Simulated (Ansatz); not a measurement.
# CH5FSeSi: rotation by 120° about the C2–Si3 bond, part 1 of 2

How high is the barrier for the rotation by 120° about the C2–Si3 bond? Relax the two ends, then run a nudged elastic band between them. SMILES of the start: FC([SiH3])[SeH].

All numbers below are computed with Ansatz 0.2.0 (RKS BHLYP/def2-mTZVP).

### 1 Starting point

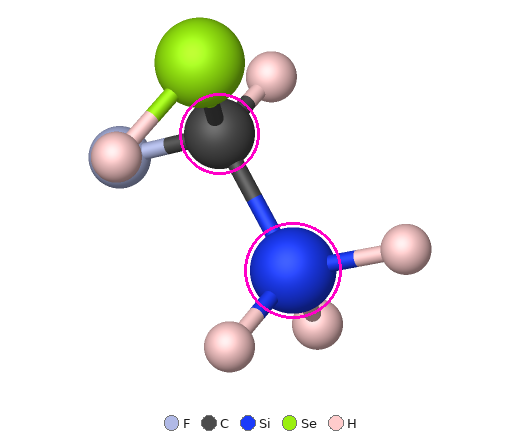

The starting structure, seen from a free direction (fluorine light blue, carbon dark grey, silicon blue, selenium green, hydrogen pink). Ringed: C2, Si3.

As a file:

```xyz
9

F    -0.6426    0.1851   -1.7048
C    -0.1213    0.6890   -0.5483
Si    0.7680   -0.7002    0.2772
Se   -1.4301    1.3822    0.6318
H     0.5971    1.5012   -0.8019
H     1.4107   -0.1923    1.5332
H     1.8796   -1.2003   -0.6018
H    -0.0982   -1.7739    0.5960
H    -2.2748    0.0628    0.6014
```

### 2 Relaxing end A

Input file input.yaml:

```yaml
crystal:
  periodic: [false, false, false]
  atoms:
    - { symbol: F, position_ang: [-0.6426, 0.1851, -1.7048] }
    - { symbol: C, position_ang: [-0.1213, 0.689, -0.5483] }
    - { symbol: Si, position_ang: [0.768, -0.7002, 0.2772] }
    - { symbol: Se, position_ang: [-1.4301, 1.3822, 0.6318] }
    - { symbol: H, position_ang: [0.5971, 1.5012, -0.8019] }
    - { symbol: H, position_ang: [1.4107, -0.1923, 1.5332] }
    - { symbol: H, position_ang: [1.8796, -1.2003, -0.6018] }
    - { symbol: H, position_ang: [-0.0982, -1.7739, 0.596] }
    - { symbol: H, position_ang: [-2.2748, 0.0628, 0.6014] }
basis:
  gaussian: { orbitals: def2-mTZVP }
hamiltonian:
  xc: { name: BHLYP }
relax:
  f_tol: 0.015
  max_steps: 40
```

Started as:

```console
$ ansatz run input.yaml --threads 2 --pin off --max-ram 3072MiB --backend cpu --events-out ev --progress --plain --runs-dir out
```

Output, shortened:

```text
Warning: RAYON_NUM_THREADS=2 ignored (pool sized by the plan → 2); use --threads N
[...]
Functional definition: BHLYP
[...]
1100 factors; integrals over basis functions are off by at most 6.2e-4 eV
[...]
mean field -77060.81827461 eV, -2831.9328378934 hartree, gradient 2.3e-5 eV, S^2 0.000000; 0 other end points of the search recorded, 0 dependent functions left out
[...]
reference -77060.81844721 eV, -2831.9328442364 hartree; 34, 34 occupied and 77, 77 virtual orbitals, 1100 factors
relax step   1: F+E_penalty+E_count = -77060.81827461 eV  Δ(F+E_penalty+E_count) = +0.000e0 eV  max|allowed force component| = 2.420e0 eV/Å  Δτ_max = 0.0000 Å  (28 SCF iters, accepted)
[...]
relax step   7: F+E_penalty+E_count = -77061.15110471 eV  Δ(F+E_penalty+E_count) = +9.738e-4 eV  max|allowed force component| = 7.453e-2 eV/Å  Δτ_max = 0.0195 Å  (26 SCF iters, rejected (line search))
[...]
relax step   8: F+E_penalty+E_count = -77061.15227356 eV  Δ(F+E_penalty+E_count) = -1.950e-4 eV  max|allowed force component| = 8.276e-3 eV/Å  Δτ_max = 0.0095 Å  (24 SCF iters, accepted)
1100 factors; integrals over basis functions are off by at most 6.5e-4 eV
mean field -77061.15227356 eV, -2831.9451121284 hartree, gradient 2.3e-5 eV, S^2 0.000000; 1 other end points of the search recorded, 0 dependent functions left out
[...]
reference -77061.15244922 eV, -2831.9451185838 hartree; 34, 34 occupied and 77, 77 virtual orbitals, 1100 factors
Total energy: -77061.15244922 eV, -2831.9451185838 hartree
Atom 0 at    -0.522034     0.266265    -1.826821 Å, force     0.001952    -0.000733     0.000556 eV/Å
Atom 1 at    -0.110782     0.679719    -0.570733 Å, force     0.008276     0.003127    -0.000371 eV/Å
Atom 2 at     0.816847    -0.735339     0.291220 Å, force    -0.000447     0.000281    -0.004500 eV/Å
Atom 3 at    -1.602167     1.383919     0.464084 Å, force    -0.004771    -0.005262     0.002392 eV/Å
Atom 4 at     0.530862     1.541604    -0.710729 Å, force    -0.005000    -0.002480    -0.000732 eV/Å
Atom 5 at     1.440715    -0.204130     1.511451 Å, force     0.000972    -0.000642     0.000775 eV/Å
Atom 6 at     1.850430    -1.258996    -0.616135 Å, force    -0.003266    -0.000128     0.002455 eV/Å
Atom 7 at    -0.143276    -1.796884     0.628193 Å, force    -0.002217     0.003385    -0.000048 eV/Å
Atom 8 at    -2.172194     0.077441     0.812270 Å, force     0.004500     0.002452    -0.000528 eV/Å
Dipole moment:     0.212134    -0.051589     0.271425 e Å
```

It took 22 s on 2 threads of Intel Xeon Platinum 8488C (Sapphire Rapids), shared host; peak memory 0.28 GiB.

The steps of the relaxation:

| step | energy from step 1 (eV) | largest force component (eV/Å) |
| --- | --- | --- |
| 1 | 0.0000 | 2.4200 |
| 2 | -0.2937 | 0.8353 |
| 3 | -0.3198 | 0.1910 |
| 4 | -0.3276 | 0.2032 |
| 5 | -0.3317 | 0.1541 |
| 6 | -0.3338 | 0.0296 |
| 7x | -0.3328 | 0.0745 |
| 8 | -0.3340 | 0.0083 |

Step 1 is the start. 1 step was tried and not accepted (marked x).

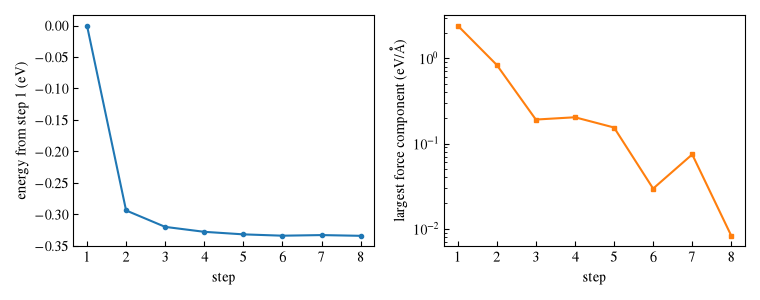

How energy and force went from step to step.

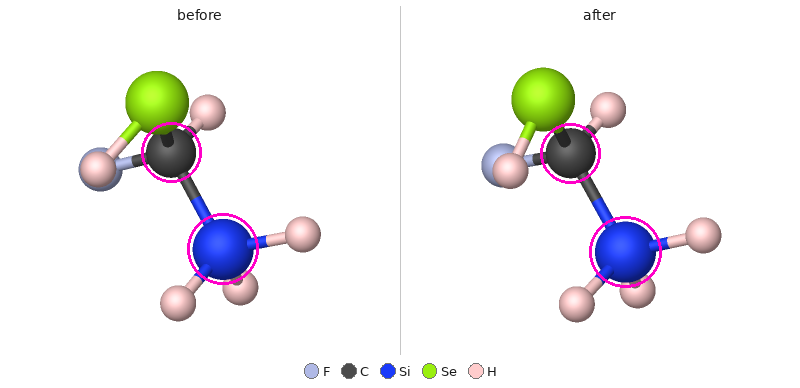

Before and after, at one scale.

After: Bond lengths: F1–C2 1.385 Å, C2–Si3 1.899 Å, C2–Se4 1.947 Å, C2–H5 1.084 Å, Si3–H6 1.470 Å, Si3–H7 1.472 Å, Si3–H8 1.470 Å, Se4–H9 1.467 Å. Angles: F1–C2–Si3 109.5°, F1–C2–Se4 111.3°, F1–C2–H5 107.2°, Si3–C2–Se4 113.7°, Si3–C2–H5 111.2°, Se4–C2–H5 103.6°, C2–Si3–H6 108.4°, C2–Si3–H7 109.2°, C2–Si3–H8 108.8°, H6–Si3–H7 110.0°, H6–Si3–H8 110.4°, H7–Si3–H8 110.1°, C2–Se4–H9 95.8°.

### 3 End point B

The second end starts from a geometry with the move made by hand.

input.yaml: that of step 2 with these lines changed.

```diff
@@ -8,5 +8,5 @@
     - { symbol: H, position_ang: [0.5971, 1.5012, -0.8019] }
-    - { symbol: H, position_ang: [1.4107, -0.1923, 1.5332] }
-    - { symbol: H, position_ang: [1.8796, -1.2003, -0.6018] }
-    - { symbol: H, position_ang: [-0.0982, -1.7739, 0.596] }
+    - { symbol: H, position_ang: [1.81671, -1.23178, -0.65349] }
+    - { symbol: H, position_ang: [-0.17947, -1.83457, 0.54902] }
+    - { symbol: H, position_ang: [1.37887, -0.29747, 1.48939] }
     - { symbol: H, position_ang: [-2.2748, 0.0628, 0.6014] }
```

Started as:

```console
$ ansatz run input.yaml --threads 2 --pin off --max-ram 3072MiB --backend cpu --events-out ev --progress --plain --runs-dir out
```

Output:

```text
Warning: RAYON_NUM_THREADS=2 ignored (pool sized by the plan → 2); use --threads N
The last accepted step is kept in <dir> (removed where the run ends without a failure and the disk answers)
Engine: ansatz 0.2.0, x86_64-unknown-linux-gnu
[... 1 set-up line as earlier in the session ...]
  parameter a = 0.5
  exchange = (1 - a)*b88_x + a*exact_x
  correlation = lyp_c
1100 factors; integrals over basis functions are off by at most 6.4e-4 eV
mean field evaluation 1: about -77059.2852 eV, gradient 2.7e1 eV
mean field evaluation 2: about -77059.5207 eV, gradient 2.7e1 eV
mean field evaluation 4: about -77060.7425 eV, gradient 1.1e0 eV
mean field evaluation 8: about -77060.8206 eV, gradient 7.8e-2 eV
mean field evaluation 16: about -77060.8206 eV, gradient 2.3e-5 eV
mean field -77060.82059200 eV, -2831.9329230556 hartree, gradient 2.3e-5 eV, S^2 0.000000; 0 other end points of the search recorded, 0 dependent functions left out
the calculation of the forces begins
reference -77060.82076527 eV, -2831.9329294232 hartree; 34, 34 occupied and 77, 77 virtual orbitals, 1100 factors
relax step   1: F+E_penalty+E_count = -77060.82059200 eV  Δ(F+E_penalty+E_count) = +0.000e0 eV  max|allowed force component| = 2.107e0 eV/Å  Δτ_max = 0.0000 Å  (28 SCF iters, accepted)
these checks for a lower state are left out or cut short: starts, cluster_reference, orbital_swaps, neighbouring_geometries, increment
1100 factors; integrals over basis functions are off by at most 6.5e-4 eV
mean field -77061.11144266 eV, -2831.9436116204 hartree, gradient 1.4e-5 eV, S^2 0.000000; 0 other end points of the search recorded, 0 dependent functions left out
the calculation of the forces begins
reference -77061.11161790 eV, -2831.9436180602 hartree; 34, 34 occupied and 77, 77 virtual orbitals, 1100 factors
relax step   2: F+E_penalty+E_count = -77061.11144266 eV  Δ(F+E_penalty+E_count) = -2.909e-1 eV  max|allowed force component| = 8.866e-1 eV/Å  Δτ_max = 0.1257 Å  (31 SCF iters, accepted)
these checks for a lower state are left out or cut short: starts, cluster_reference, orbital_swaps, neighbouring_geometries, increment
1100 factors; integrals over basis functions are off by at most 6.6e-4 eV
mean field evaluation 32: about -77061.1393 eV, gradient 2.7e-5 eV
mean field -77061.13933607 eV, -2831.9446366844 hartree, gradient 2.7e-5 eV, S^2 0.000000; 0 other end points of the search recorded, 0 dependent functions left out
the calculation of the forces begins
reference -77061.13951079 eV, -2831.9446431052 hartree; 34, 34 occupied and 77, 77 virtual orbitals, 1100 factors
relax step   3: F+E_penalty+E_count = -77061.13933607 eV  Δ(F+E_penalty+E_count) = -2.789e-2 eV  max|allowed force component| = 2.250e-1 eV/Å  Δτ_max = 0.0686 Å  (31 SCF iters, accepted)
these checks for a lower state are left out or cut short: starts, cluster_reference, orbital_swaps, neighbouring_geometries, increment
1100 factors; integrals over basis functions are off by at most 6.6e-4 eV
mean field -77061.14688842 eV, -2831.9449142281 hartree, gradient 2.6e-5 eV, S^2 0.000000; 0 other end points of the search recorded, 0 dependent functions left out
the calculation of the forces begins
reference -77061.14706322 eV, -2831.9449206516 hartree; 34, 34 occupied and 77, 77 virtual orbitals, 1100 factors
relax step   4: F+E_penalty+E_count = -77061.14688842 eV  Δ(F+E_penalty+E_count) = -7.552e-3 eV  max|allowed force component| = 1.243e-1 eV/Å  Δτ_max = 0.0774 Å  (32 SCF iters, accepted)
these checks for a lower state are left out or cut short: starts, cluster_reference, orbital_swaps, neighbouring_geometries, increment
1100 factors; integrals over basis functions are off by at most 6.6e-4 eV
mean field -77061.15001311 eV, -2831.9450290583 hartree, gradient 2.3e-5 eV, S^2 0.000000; 0 other end points of the search recorded, 0 dependent functions left out
the calculation of the forces begins
reference -77061.15018819 eV, -2831.9450354923 hartree; 34, 34 occupied and 77, 77 virtual orbitals, 1100 factors
relax step   5: F+E_penalty+E_count = -77061.15001311 eV  Δ(F+E_penalty+E_count) = -3.125e-3 eV  max|allowed force component| = 1.257e-1 eV/Å  Δτ_max = 0.0359 Å  (31 SCF iters, accepted)
these checks for a lower state are left out or cut short: starts, cluster_reference, orbital_swaps, neighbouring_geometries, increment
1100 factors; integrals over basis functions are off by at most 6.6e-4 eV
mean field -77061.15205774 eV, -2831.9451041969 hartree, gradient 2.4e-5 eV, S^2 0.000000; 0 other end points of the search recorded, 0 dependent functions left out
the calculation of the forces begins
reference -77061.15223349 eV, -2831.9451106556 hartree; 34, 34 occupied and 77, 77 virtual orbitals, 1100 factors
relax step   6: F+E_penalty+E_count = -77061.15205774 eV  Δ(F+E_penalty+E_count) = -2.045e-3 eV  max|allowed force component| = 3.876e-2 eV/Å  Δτ_max = 0.0476 Å  (31 SCF iters, accepted)
these checks for a lower state are left out or cut short: starts, cluster_reference, orbital_swaps, neighbouring_geometries, increment
1100 factors; integrals over basis functions are off by at most 6.6e-4 eV
mean field -77061.15041118 eV, -2831.9450436869 hartree, gradient 1.3e-5 eV, S^2 0.000000; 0 other end points of the search recorded, 0 dependent functions left out
the calculation of the forces begins
reference -77061.15058690 eV, -2831.9450501445 hartree; 34, 34 occupied and 77, 77 virtual orbitals, 1100 factors
relax step   7: F+E_penalty+E_count = -77061.15041118 eV  Δ(F+E_penalty+E_count) = +1.647e-3 eV  max|allowed force component| = 1.020e-1 eV/Å  Δτ_max = 0.0179 Å  (26 SCF iters, rejected (line search))
these checks for a lower state are left out or cut short: starts, cluster_reference, orbital_swaps, neighbouring_geometries, increment
1100 factors; integrals over basis functions are off by at most 6.6e-4 eV
mean field evaluation 64: about -77061.1523 eV, gradient 5.2e-6 eV
mean field -77061.15225432 eV, -2831.9451114212 hartree, gradient 5.6e-6 eV, S^2 0.000000; 0 other end points of the search recorded, 0 dependent functions left out
the calculation of the forces begins
reference -77061.15242997 eV, -2831.9451178764 hartree; 34, 34 occupied and 77, 77 virtual orbitals, 1100 factors
relax step   8: F+E_penalty+E_count = -77061.15225432 eV  Δ(F+E_penalty+E_count) = -1.966e-4 eV  max|allowed force component| = 4.040e-2 eV/Å  Δτ_max = 0.0089 Å  (27 SCF iters, accepted)
these checks for a lower state are left out or cut short: starts, cluster_reference, orbital_swaps, neighbouring_geometries, increment
1100 factors; integrals over basis functions are off by at most 6.6e-4 eV
mean field -77061.15231940 eV, -2831.9451138128 hartree, gradient 1.5e-5 eV, S^2 0.000000; 0 other end points of the search recorded, 0 dependent functions left out
the calculation of the forces begins
reference -77061.15249506 eV, -2831.9451202683 hartree; 34, 34 occupied and 77, 77 virtual orbitals, 1100 factors
relax step   9: F+E_penalty+E_count = -77061.15231940 eV  Δ(F+E_penalty+E_count) = -6.508e-5 eV  max|allowed force component| = 1.218e-2 eV/Å  Δτ_max = 0.0066 Å  (25 SCF iters, accepted)
1100 factors; integrals over basis functions are off by at most 6.6e-4 eV
mean field -77061.15231940 eV, -2831.9451138128 hartree, gradient 1.5e-5 eV, S^2 0.000000; 1 other end points of the search recorded, 0 dependent functions left out
the calculation of the forces begins
reference -77061.15249506 eV, -2831.9451202683 hartree; 34, 34 occupied and 77, 77 virtual orbitals, 1100 factors
Total energy: -77061.15249506 eV, -2831.9451202683 hartree
Atom 0 at    -0.535562     0.291318    -1.838289 Å, force     0.007916     0.000311     0.004658 eV/Å
Atom 1 at    -0.117177     0.672295    -0.574110 Å, force    -0.012182     0.000252     0.000137 eV/Å
Atom 2 at     0.782917    -0.776482     0.260216 Å, force     0.002621     0.000147    -0.001120 eV/Å
Atom 3 at    -1.598045     1.378826     0.474939 Å, force     0.005034    -0.000240     0.000584 eV/Å
Atom 4 at     0.538456     1.526006    -0.696518 Å, force    -0.000182    -0.000155    -0.002839 eV/Å
Atom 5 at     1.801032    -1.307779    -0.659689 Å, force     0.000201    -0.001231    -0.000192 eV/Å
Atom 6 at    -0.199615    -1.821631     0.583477 Å, force    -0.000981     0.001598    -0.000816 eV/Å
Atom 7 at     1.423021    -0.280278     1.486890 Å, force    -0.000944     0.000347    -0.000701 eV/Å
Atom 8 at    -2.182617     0.074004     0.803403 Å, force    -0.001482    -0.001028     0.000288 eV/Å
Dipole moment:     0.212147    -0.060459     0.270707 e Å
```

It took 25 s on 2 threads of Intel Xeon Platinum 8488C (Sapphire Rapids), shared host; peak memory 0.28 GiB.

Relaxation path:

| step | energy from step 1 (eV) | largest force component (eV/Å) |
| --- | --- | --- |
| 1 | 0.0000 | 2.1073 |
| 2 | -0.2909 | 0.8866 |
| 3 | -0.3187 | 0.2250 |
| 4 | -0.3263 | 0.1243 |
| 5 | -0.3294 | 0.1257 |
| 6 | -0.3315 | 0.0388 |
| 7x | -0.3298 | 0.1020 |
| 8 | -0.3317 | 0.0404 |
| 9 | -0.3317 | 0.0122 |

Step 1 is the start. 1 step was tried and not accepted (marked x).

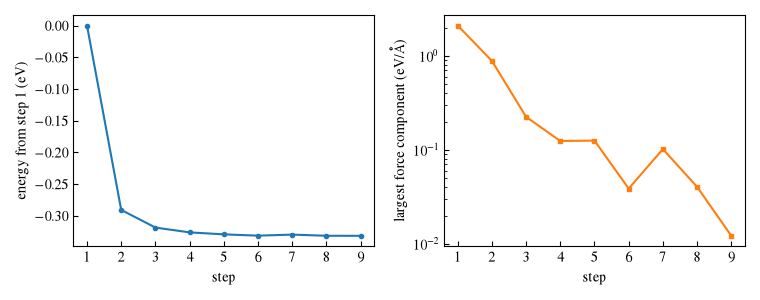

Energy and largest force along the relaxation.

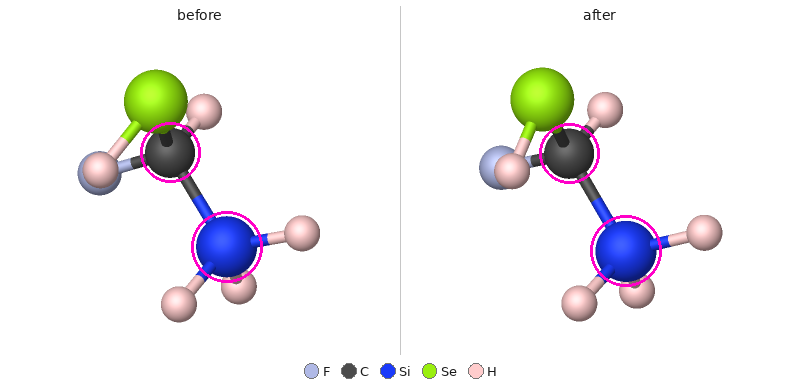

Before and after, at one scale.

After: Bond lengths: F1–C2 1.385 Å, C2–Si3 1.899 Å, C2–Se4 1.947 Å, C2–H5 1.083 Å, Si3–H6 1.471 Å, Si3–H7 1.470 Å, Si3–H8 1.470 Å, Se4–H9 1.467 Å. Angles: F1–C2–Si3 109.5°, F1–C2–Se4 111.2°, F1–C2–H5 107.2°, Si3–C2–Se4 113.6°, Si3–C2–H5 111.3°, Se4–C2–H5 103.6°, C2–Si3–H6 109.2°, C2–Si3–H7 108.8°, C2–Si3–H8 108.4°, H6–Si3–H7 110.1°, H6–Si3–H8 110.0°, H7–Si3–H8 110.3°, C2–Se4–H9 95.8°.

### 4 Nudged elastic band

crystal.atoms is end A as relaxed above, and neb.final_atoms is end B, turned to lie on A. With 5 inner images the band has 7 in all.

Input file input.yaml:

```yaml
crystal:
  periodic: [false, false, false]
  atoms:
    - { symbol: F, position_ang: [-0.522034, 0.266265, -1.826821] }
    - { symbol: C, position_ang: [-0.110782, 0.679719, -0.570733] }
    - { symbol: Si, position_ang: [0.816847, -0.735339, 0.29122] }
    - { symbol: Se, position_ang: [-1.602167, 1.383919, 0.464084] }
    - { symbol: H, position_ang: [0.530862, 1.541604, -0.710729] }
    - { symbol: H, position_ang: [1.440715, -0.20413, 1.511451] }
    - { symbol: H, position_ang: [1.85043, -1.258996, -0.616135] }
    - { symbol: H, position_ang: [-0.143276, -1.796884, 0.628193] }
    - { symbol: H, position_ang: [-2.172194, 0.077441, 0.81227] }
basis:
  gaussian: { orbitals: def2-mTZVP }
hamiltonian:
  xc: { name: BHLYP }
neb:
  order_check: false
  images: 5
  f_tol: 0.03
  max_iterations: 60
  initial_path: idpp
  final_atoms:
    - { symbol: F, position_ang: [0.10748777, 0.88744391, -1.70073186] }
    - { symbol: C, position_ang: [-0.07320431, 0.82940677, -0.32875515] }
    - { symbol: Si, position_ang: [0.8190161, -0.69625341, 0.36516678] }
    - { symbol: Se, position_ang: [-1.96258236, 0.90719751, 0.13692616] }
    - { symbol: H, position_ang: [0.32962176, 1.7450169, 0.08723772] }
    - { symbol: H, position_ang: [2.20138462, -0.71899899, -0.13842013] }
    - { symbol: H, position_ang: [0.10274957, -1.90366912, -0.07222641] }
    - { symbol: H, position_ang: [0.81940346, -0.60598237, 1.83231764] }
    - { symbol: H, position_ang: [-2.2554756, -0.4905622, -0.19871475] }
```

Started as:

```console
$ ansatz run input.yaml --threads 2 --pin off --max-ram 3072MiB --backend cpu --events-out ev --progress --plain --runs-dir out
```

Output, shortened:

```text
Warning: RAYON_NUM_THREADS=2 ignored (pool sized by the plan → 2); use --threads N
[...]
[... 1 set-up line as earlier in the session ...]
[...]
1097 factors; integrals over basis functions are off by at most 6.5e-4 eV
[...]
mean field -77061.15226497 eV, -2831.9451118126 hartree, gradient 4.4e-5 eV, S^2 0.000000; 0 other end points of the search recorded, 0 dependent functions left out
[...]
reference -77061.15243934 eV, -2831.9451182205 hartree; 34, 34 occupied and 77, 77 virtual orbitals, 1097 factors
1097 factors; integrals over basis functions are off by at most 7.1e-4 eV
[...]
mean field -77061.15229705 eV, -2831.9451129913 hartree, gradient 4.8e-5 eV, S^2 0.000000; 0 other end points of the search recorded, 0 dependent functions left out
[...]
reference -77061.15247311 eV, -2831.9451194615 hartree; 34, 34 occupied and 77, 77 virtual orbitals, 1097 factors
[...]
Total energy: -77061.05085221 eV, -2831.9413849626 hartree
Atom 0 at     0.217141     0.783974    -1.747804 Å, force     0.000838     0.001883    -0.001528 eV/Å
Atom 1 at    -0.075108     0.801264    -0.393254 Å, force     0.003576    -0.009298     0.004555 eV/Å
Atom 2 at     0.804969    -0.671132     0.456055 Å, force    -0.002385     0.002246    -0.001896 eV/Å
Atom 3 at    -1.993678     0.924733    -0.091917 Å, force    -0.003299     0.000836     0.000168 eV/Å
Atom 4 at     0.297341     1.741884    -0.008245 Å, force     0.000375     0.004216    -0.001296 eV/Å
Atom 5 at     1.904934    -0.151704     1.285949 Å, force     0.000262     0.000049    -0.000142 eV/Å
Atom 6 at     1.337472    -1.546854    -0.596900 Å, force     0.000017    -0.000100    -0.000042 eV/Å
Atom 7 at    -0.130307    -1.419869     1.306543 Å, force     0.000224     0.000027     0.000244 eV/Å
Atom 8 at    -2.274364    -0.508699    -0.227627 Å, force     0.000393     0.000140    -0.000063 eV/Å
Dipole moment:     0.087119    -0.122830     0.336361 e Å
this run last wrote the band of iteration 7 to <dir>
```

It took 95 s on 2 threads of Intel Xeon Platinum 8488C (Sapphire Rapids), shared host; peak memory 0.28 GiB.

(Continued in part 2 of 2.)
